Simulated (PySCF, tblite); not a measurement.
# C6H8AlF3: geometry, infrared bands, NMR shifts and electronic excitations, part 2 of 2

tblite 0.8.0 and PySCF 2.14.0. Atoms count from 0. The steps go on from the part before.

## (5) Nuclear shieldings: PBE0/pcSseg-1

Job settings and geometry (Å):

```
{"job": {"kind": "nmr", "xc": "PBE0", "basis": "pcSseg-1"}, "charge": 0, "multiplicity": 1}
F      3.397426    -0.653361    -0.649798
C      3.403208     0.583524    -0.212607
F      4.613418     1.070832    -0.192644
C      2.284409     1.227332     0.154666
F      2.453007     2.499986     0.582018
Al     0.495810     0.430515     0.099349
C     -0.078940    -1.360029    -0.445146
C     -1.531166    -1.333576     0.073800
C     -2.157325     0.064736    -0.080347
C     -1.266617     1.154749     0.551794
H      0.494775    -2.224806    -0.077886
H     -0.067365    -1.435628    -1.549541
H     -1.537605    -1.599224     1.147370
H     -2.164136    -2.087303    -0.425547
H     -2.275884     0.274039    -1.159877
H     -3.177731     0.069553     0.340130
H     -1.519807     2.169449     0.208756
H     -1.394943     1.163075     1.651227
```

Method: GIAO PBE0/pcSseg-1 NMR shielding, non-relativistic, gas phase.

The program printed:

```text
coarse grid: 16360 points
cycle   1  E = -774.4122927527  dE =  1.333e+00  |g| = 8.548e-01  |ddm| = 3.865e+00
cycle   2  E = -774.2393417918  dE =  1.730e-01  |g| = 1.288e+00  |ddm| = 1.495e+00
cycle   3  E = -774.5589723352  dE = -3.196e-01  |g| = 1.178e-01  |ddm| = 9.674e-01
cycle   4  E = -774.5609594545  dE = -1.987e-03  |g| = 6.677e-02  |ddm| = 1.447e-01
cycle   5  E = -774.5618204604  dE = -8.610e-04  |g| = 1.391e-02  |ddm| = 5.931e-02
cycle   6  E = -774.5618566965  dE = -3.624e-05  |g| = 6.017e-03  |ddm| = 1.434e-02
cycle   7  E = -774.5618645746  dE = -7.878e-06  |g| = 1.199e-03  |ddm| = 4.943e-03
final grid: 156928 points
cycle   8  E = -774.6379910896  dE = -3.806e-05  |g| = 9.460e-03  |ddm| = 2.799e-02
cycle   9  E = -774.6379739585  dE =  1.713e-05  |g| = 1.318e-02  |ddm| = 1.760e-02
cycle  10  E = -774.6380124751  dE = -3.852e-05  |g| = 8.103e-04  |ddm| = 9.901e-03
cycle  11  E = -774.6380125699  dE = -9.480e-08  |g| = 2.744e-04  |ddm| = 6.779e-04
cycle  12  E = -774.6380125817  dE = -1.182e-08  |g| = 8.610e-05  |ddm| = 2.475e-04
cycle  13  E = -774.6380125834  dE = -1.673e-09  |g| = 2.355e-05  |ddm| = 8.370e-05
cycle  14  E = -774.6380125835  dE = -1.060e-10  |g| = 8.656e-06  |ddm| = 2.371e-05
converged SCF energy = -774.6380125835

GIAO shielding tensors (ppm)
atom      isotropic    diamagn.    paramagn.     s11        s22        s33       span
  0 F      292.685     475.214    -182.529    269.574    271.362    337.120     67.546
  1 C        8.383     250.374    -241.991    -82.489     50.398     57.239    139.728
  2 F      251.045     465.372    -214.327    189.000    261.704    302.431    113.430
  3 C       42.218     258.039    -215.821     12.845     31.206     82.602     69.758
  4 F      391.710     467.766     -76.057    305.221    384.655    485.253    180.032
  5 Al     263.418     798.500    -535.081    189.706    287.086    313.463    123.756
  6 C      175.783     252.073     -76.290    159.844    175.062    192.443     32.599
  7 C      154.697     247.014     -92.317    142.913    154.542    166.636     23.724
  8 C      154.659     247.268     -92.609    143.177    154.226    166.575     23.398
  9 C      176.110     252.177     -76.067    160.335    174.558    193.437     33.102
 10 H       30.658      31.102      -0.445     25.684     28.896     37.394     11.710
 11 H       31.279      31.226       0.053     26.395     29.114     38.328     11.933
 12 H       30.202      30.604      -0.402     25.411     28.628     36.566     11.155
 13 H       29.019      29.089      -0.070     23.538     27.473     36.046     12.507
 14 H       30.209      30.531      -0.321     25.479     28.576     36.573     11.095
 15 H       29.001      28.793       0.207     23.553     27.427     36.022     12.470
 16 H       30.492      30.341       0.150     25.719     28.268     37.489     11.770
 17 H       31.204      30.671       0.533     26.475     28.637     38.500     12.025
```

It took 73 s on 1 thread of Arm Neoverse N1, shared host; peak memory 0.99 GiB.

Shifts follow as δ = σ(reference) − σ, with reference shieldings (ppm) from runs at the same level and on the same kind of geometry: ¹H TMS 31.27, ¹³C TMS 184.4, ¹⁹F CFCl3 177.2, ²⁷Al AlH4- 489.3. The references are single molecules in the gas phase, so shifts against H2O, NH3, PH3, H3PO4 or CFCl3 are not on the usual liquid scales and can be off by tens of ppm. Shifts against hydride references such as AlH4− lie on their own scale. Atoms listed in one row are averaged.

| atoms | environment | σ (ppm) | δ (ppm) |
| --- | --- | --- | --- |
| C1 | fully substituted alkene carbon | 8.4 | 176.0 |
| C3 | fully substituted alkene carbon | 42.2 | 142.2 |
| C7, C8 | sp3 CH2 in a ring | 154.7 | 29.7 |
| C6, C9 | sp3 CH2 bonded to Al | 175.9 | 8.5 |
| H12, H13, H14, H15 | hydrogen on an sp3 CH2 in a ring | 29.61 | 1.66 |
| H10, H11, H16, H17 | hydrogen on an sp3 CH2 bonded to Al | 30.91 | 0.36 |
| F2 | vinylic fluorine | 251.0 | -73.8 |
| F0 | vinylic fluorine | 292.7 | -115.4 |
| F4 | vinylic fluorine | 391.7 | -214.5 |
| Al5 | aluminium bonded to 3 C, in a 5-membered ring | 263.4 | 225.9 |

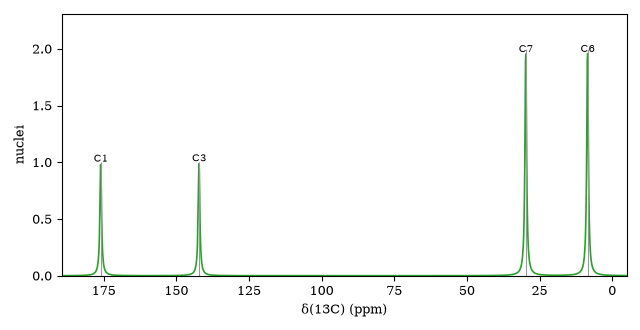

¹³C lines at the computed shifts, without couplings. Lines are broadened to a width of 0.67 ppm (Lorentzian).

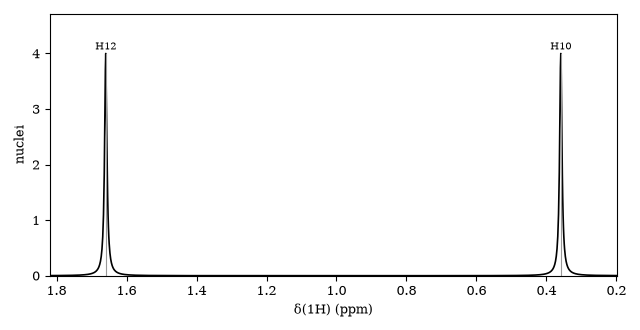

¹H lines at the computed shifts, without couplings. Lines are broadened to a width of 0.01 ppm (Lorentzian).

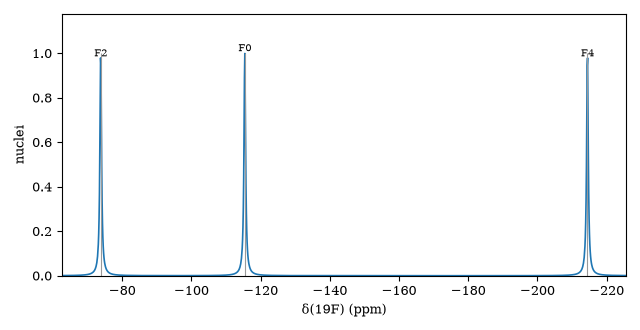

¹⁹F lines at the computed shifts, without couplings. Lines are broadened to a width of 0.56 ppm (Lorentzian).

Charges from the same density, by scheme (e):

| atoms | Mulliken | IAO | Hirshfeld | ESP fit |
| --- | --- | --- | --- | --- |
| F0 | -0.23 | -0.23 | -0.05 | -0.19 |
| C1 | 0.60 | 0.54 | 0.15 | 0.46 |
| F2 | -0.22 | -0.22 | -0.06 | -0.11 |
| C3 | -0.21 | -0.17 | -0.13 | -0.36 |
| F4 | -0.28 | -0.26 | -0.10 | -0.13 |
| Al5 | 0.96 | 0.99 | 0.53 | 0.72 |
| C6, C9 | -0.60 | -0.62 | -0.22 | -0.38 |
| C7, C8 | -0.24 | -0.24 | -0.07 | 0.07 |

Mulliken charges:

F0 -0.23; C1 0.60; F2 -0.22; C3 -0.21; F4 -0.28; Al5 0.96; C6 -0.60; C7 -0.24; C8 -0.24; C9 -0.60; H10 0.14; H11 0.14; H12 0.12; H13 0.13; H14 0.12; H15 0.13; H16 0.14; H17 0.14

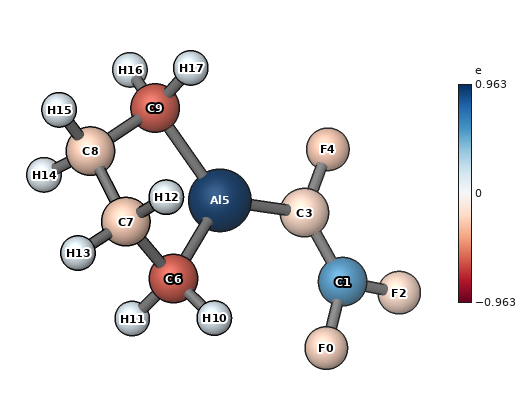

Mulliken charges, as colours on the atoms.

Mayer bond orders: F0–C1 1.01, C1–F2 1.05, C1–C3 1.65, C3–F4 0.88, C3–Al5 0.83, Al5–C6 0.89, C6–C7 1.00, C7–C8 1.02, C8–C9 1.00, C9–Al5 0.89.

Ring of atoms Al5, C6, C7, C8, C9: NICS(0) -3.3, NICS(1) -2.9, NICS(1)zz -1.5 ppm (means of both faces).

## (6) Excited states and response: CAM-B3LYP/def2-SVPD

Same as in step 5 but for these lines:

```diff
@@ -1,2 +1,2 @@
-{"job": {"kind": "nmr", "xc": "PBE0", "basis": "pcSseg-1"}, "charge": 0, "multiplicity": 1}
+{"job": {"kind": "uv", "xc": "CAM-B3LYP", "basis": "def2-SVPD", "ip": true}, "charge": 0, "multiplicity": 1}
 F      3.397426    -0.653361    -0.649798
```

With the program's defaults for keys left out, this is: TDDFT CAM-B3LYP/def2-SVPD, vertical, gas phase, core orbitals frozen in the response.

The program printed:

```text
coarse grid: 16360 points
cycle   1  E = -774.4737733941  dE =  1.472e+00  |g| = 8.273e-01  |ddm| = 5.690e+00
cycle   2  E = -774.4274486968  dE =  4.632e-02  |g| = 1.027e+00  |ddm| = 1.931e+00
cycle   3  E = -774.6178336880  dE = -1.904e-01  |g| = 8.658e-02  |ddm| = 1.021e+00
cycle   4  E = -774.6189104375  dE = -1.077e-03  |g| = 4.605e-02  |ddm| = 1.452e-01
cycle   5  E = -774.6193219100  dE = -4.115e-04  |g| = 1.039e-02  |ddm| = 6.032e-02
cycle   6  E = -774.6193435473  dE = -2.164e-05  |g| = 2.950e-03  |ddm| = 2.006e-02
cycle   7  E = -774.6193452835  dE = -1.736e-06  |g| = 8.641e-04  |ddm| = 5.428e-03
final grid: 156928 points
cycle   8  E = -774.7355924149  dE = -3.885e-05  |g| = 4.784e-03  |ddm| = 7.904e-02
cycle   9  E = -774.7355913538  dE =  1.061e-06  |g| = 5.543e-03  |ddm| = 1.248e-02
cycle  10  E = -774.7355972919  dE = -5.938e-06  |g| = 3.870e-04  |ddm| = 5.164e-03
cycle  11  E = -774.7355973109  dE = -1.907e-08  |g| = 2.302e-04  |ddm| = 7.322e-04
cycle  12  E = -774.7355973228  dE = -1.184e-08  |g| = 2.961e-05  |ddm| = 3.173e-04
cycle  13  E = -774.7355973230  dE = -2.426e-10  |g| = 1.042e-05  |ddm| = 7.432e-05
converged SCF energy = -774.7355973230

Static polarisability (au): isotropic 96.553, principal 73.110 94.813 121.736

Singlet excitations
state   eV       nm        f      main configurations
  1   4.8053    258.0   0.00002   H->L 0.96
  2   5.7112    217.1   0.20655   H-1->L 0.95
  3   5.7246    216.6   0.00895   H-2->L 0.91
  4   6.2102    199.6   0.02169   H->L+1 0.73, H-1->L+1 0.10
  5   6.2464    198.5   0.01711   H-1->L+1 0.46, H-1->L+2 0.24, H->L+1 0.16
  6   6.7923    182.5   0.01017   H-1->L+2 0.46, H-1->L+1 0.27, H-1->L+3 0.13
  7   7.0914    174.8   0.14849   H-2->L+1 0.47, H->L+2 0.40
  8   7.2596    170.8   0.01731   H->L+2 0.51, H-2->L+1 0.38
  9   7.2976    169.9   0.00539   H-3->L 0.94
 10   7.4447    166.5   0.00291   H->L+3 0.63, H->L+4 0.20

Triplet excitations (Tamm-Dancoff, eV): 3.8252 4.5483 5.3576 5.8413
Vertical ionisation energy (delta-SCF) = 9.3023 eV
Vertical electron affinity (delta-SCF) = -0.1806 eV
```

Wall time 16 min (1 thread of Arm Neoverse N1, shared host); peak memory 1.4 GiB.

Frontier orbitals and where they lie:

| orbital | eV | atoms |
| --- | --- | --- |
| HOMO−3 | -10.49 | C7 20 %, C8 20 %, H12 12 % |
| HOMO−2 | -9.56 | C9 15 %, Al5 15 %, C6 14 % |
| HOMO−1 | -8.95 | C3 33 %, C1 27 %, F4 16 % |
| HOMO | -8.61 | C6 27 %, C9 25 %, Al5 18 % |
| LUMO | -0.42 | Al5 40 %, C3 15 %, C1 14 % |
| LUMO+1 | 0.34 | Al5 59 %, C1 8 %, C3 5 % |
| LUMO+2 | 1.28 | Al5 22 %, F4 13 %, C3 12 % |

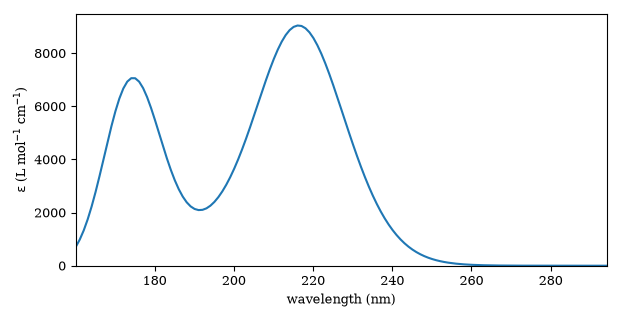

Absorption spectrum: each of the 10 states is a Gaussian band of 0.4 eV half-width at 1/e. Beyond the last state computed it falls off for lack of states.

Ground-state properties from the same run:

| property | computed |
| --- | --- |
| dipole moment (D) | 1.49 |
| polarisability (Å³) | 14.31 |
| HOMO–LUMO gap (eV) | 8.19 |
| −ε(HOMO) (eV) | 8.61 |

## (7) Shielding tensors: B3LYP/pcSseg-1

Same as in step 6 but for these lines:

```diff
@@ -1,2 +1,2 @@
-{"job": {"kind": "uv", "xc": "CAM-B3LYP", "basis": "def2-SVPD", "ip": true}, "charge": 0, "multiplicity": 1}
+{"job": {"kind": "nmr", "xc": "B3LYP", "basis": "pcSseg-1", "pop": false}, "charge": 0, "multiplicity": 1}
 F      3.397426    -0.653361    -0.649798
```

Level: GIAO B3LYP/pcSseg-1 NMR shielding, non-relativistic, gas phase.

The program printed:

```text
coarse grid: 16360 points
cycle   1  E = -775.0835145356  dE =  1.296e+00  |g| = 9.324e-01  |ddm| = 3.889e+00
cycle   2  E = -774.8169892880  dE =  2.665e-01  |g| = 1.499e+00  |ddm| = 1.753e+00
cycle   3  E = -775.2563035463  dE = -4.393e-01  |g| = 1.505e-01  |ddm| = 1.171e+00
cycle   4  E = -775.2598403108  dE = -3.537e-03  |g| = 7.951e-02  |ddm| = 1.822e-01
cycle   5  E = -775.2610006483  dE = -1.160e-03  |g| = 1.987e-02  |ddm| = 7.246e-02
cycle   6  E = -775.2610809176  dE = -8.027e-05  |g| = 7.859e-03  |ddm| = 2.046e-02
cycle   7  E = -775.2610943867  dE = -1.347e-05  |g| = 1.956e-03  |ddm| = 6.639e-03
cycle   8  E = -775.2610951505  dE = -7.639e-07  |g| = 2.821e-04  |ddm| = 1.939e-03
final grid: 156928 points
cycle   9  E = -775.3441031668  dE = -3.876e-05  |g| = 7.133e-03  |ddm| = 2.368e-02
cycle  10  E = -775.3440901523  dE =  1.301e-05  |g| = 1.078e-02  |ddm| = 1.302e-02
cycle  11  E = -775.3441141514  dE = -2.400e-05  |g| = 5.867e-04  |ddm| = 7.908e-03
cycle  12  E = -775.3441141987  dE = -4.729e-08  |g| = 2.661e-04  |ddm| = 6.167e-04
cycle  13  E = -775.3441142123  dE = -1.356e-08  |g| = 7.728e-05  |ddm| = 2.571e-04
cycle  14  E = -775.3441142135  dE = -1.195e-09  |g| = 2.591e-05  |ddm| = 8.575e-05
cycle  15  E = -775.3441142136  dE = -1.369e-10  |g| = 8.990e-06  |ddm| = 2.774e-05
converged SCF energy = -775.3441142136

GIAO shielding tensors (ppm)
atom      isotropic    diamagn.    paramagn.     s11        s22        s33       span
  0 F      290.480     476.626    -186.145    266.452    268.689    336.300     69.847
  1 C        0.838     250.237    -249.399    -91.181     42.525     51.170    142.351
  2 F      248.353     465.860    -217.508    189.134    256.397    299.526    110.392
  3 C       34.279     258.262    -223.983      5.783     21.193     75.861     70.078
  4 F      386.548     468.511     -81.963    300.292    378.366    480.986    180.695
  5 Al     252.908     798.940    -546.032    175.289    277.052    306.384    131.094
  6 C      169.959     251.454     -81.495    153.783    168.655    187.438     33.655
  7 C      147.983     246.374     -98.390    136.655    147.719    159.575     22.920
  8 C      147.917     246.553     -98.636    136.862    147.412    159.477     22.615
  9 C      170.429     251.527     -81.098    154.423    168.265    188.600     34.177
 10 H       30.786      31.287      -0.501     26.064     29.210     37.085     11.021
 11 H       31.421      31.493      -0.072     26.746     29.415     38.101     11.354
 12 H       30.318      30.796      -0.478     25.686     28.877     36.389     10.703
 13 H       29.113      28.880       0.233     23.865     27.727     35.746     11.881
 14 H       30.323      30.730      -0.407     25.751     28.821     36.397     10.646
 15 H       29.091      28.519       0.573     23.876     27.678     35.720     11.843
 16 H       30.617      30.467       0.150     26.092     28.583     37.178     11.086
 17 H       31.345      30.886       0.459     26.820     28.934     38.280     11.460
```

It took 70 s on 1 thread of Arm Neoverse N1, shared host; peak memory 1 GiB.

In short: δ C1 178.4, C3 145.0, C7 31.3, C6 9.0, H12 1.67, H10 0.34 ppm (means over like atoms).

## (8) Comparing the runs: NMR shifts

Shifts (ppm) of some atoms, chosen among heavy atoms and hydrogens apart, means over like atoms, with basis size and wall time:

| run | C1 | C3 | H12 | H10 | F2 | F0 | Al5 | functions | time |
| --- | --- | --- | --- | --- | --- | --- | --- | --- | --- |
| PBE0/pcSseg-1 | 176.0 | 142.2 | 1.66 | 0.36 | -73.8 | -115.4 | 225.9 | 217 | 73 s |
| B3LYP/pcSseg-1 | 178.4 | 145.0 | 1.67 | 0.34 | -76.4 | -118.5 | 231.9 | 217 | 70 s |

## (9) Summary of results

What follows sums up all 2 parts.

| quantity | value |
| --- | --- |
| strongest single infrared mode (GFN2-xTB) | 1040 cm⁻¹, 263 km/mol |
| zero-point energy (GFN2-xTB) | 78.3 kcal/mol |
| point group | C1 |
| rotational constants (main isotopes) | 2.30, 0.59, 0.48 GHz |
| ¹³C shifts against TMS (PBE0/pcSseg-1, means over atoms taken as alike) | 176.0, 142.2, 29.7, 8.5 ppm |
| ¹H shifts against TMS (PBE0/pcSseg-1, means over atoms taken as alike) | 1.66, 0.36 ppm |
| ¹⁹F shifts against CFCl3 (PBE0/pcSseg-1) | -73.8, -115.4, -214.5 ppm |
| ²⁷Al shifts against AlH4- (PBE0/pcSseg-1) | 225.9 ppm |
| lowest singlet (CAM-B3LYP/def2-SVPD) | 4.81 eV (258 nm), f = 0.000 |
| brightest single state of those computed | state 2, 5.71 eV, f = 0.207 |
| lowest triplet | 3.83 eV |
| vertical ionisation energy (ΔSCF) | 9.30 eV |
| vertical electron affinity (ΔSCF) | -0.18 eV (unbound: the value hangs on the basis) |
| range of the shift of Al5 | 225.9 to 231.9 ppm |

What this shows: Relaxing lowered the energy by 0.846 eV in 157 steps; the close pair that moved most is C3–Al5, from 1.973 to 2.037 Å (GFN2-xTB). No mode is imaginary among the 48: a minimum at this level. The strongest single mode, at 1040 cm⁻¹, moves mainly C1. Unscaled tight-binding wavenumbers are off by several per cent, some by more. Its intensities can rank the bands wrongly. The optimisation took 29 steps and gained 0.541 eV; among the close pairs (by a distance rule), C3–Al5 changed most, from 2.069 to 1.959 Å (PBE0/def2-SVP). At PBE0/pcSseg-1: The largest span, 180 ppm, is at F4, where the paramagnetic term is -76 ppm. The first singlet state (HOMO→LUMO 0.96) lies at 4.81 eV and is dark; of the 10 states computed, the strongest absorption comes from state 2 at 5.71 eV. The lowest triplet lies 0.98 eV below the lowest singlet (triplets in Tamm-Dancoff, singlets in full TDDFT). The orbital energy would give 8.61 eV for ionisation, ΔSCF gives 9.30 eV. In ppm, Al5 moves most: its shift spreads over 6.1 ppm, from 225.9 (PBE0/pcSseg-1) to 231.9 (B3LYP/pcSseg-1).
